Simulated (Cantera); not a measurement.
Feed: 1 mol C2H5OH, 0.031 mol NH3, a varied amount of H2, at 1102 °C and 4130 Torr.

Equilibrium computed with Cantera from the NASA thermochemical tables; the gas is ideal and each condensed phase is pure. Candidate condensed phases: C, C6H6, C7H8, C8H18, H2O; 136 gas species. Rates play no part.

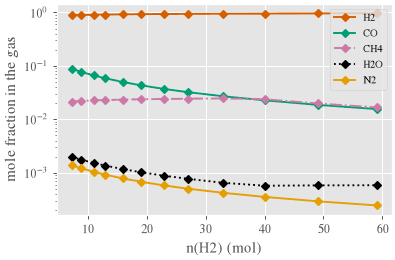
Fig. 1. Equilibrium gas composition (values under 1e-9 drawn at 1e-9)

From 7.3 mol H2 to 33 mol H2 the condensed part is C(graphite). From 40 mol H2 to 59 mol H2 nothing is condensed. The main C-bearing gas is CO at 7.3 mol H2 and CH4 at 59 mol H2.
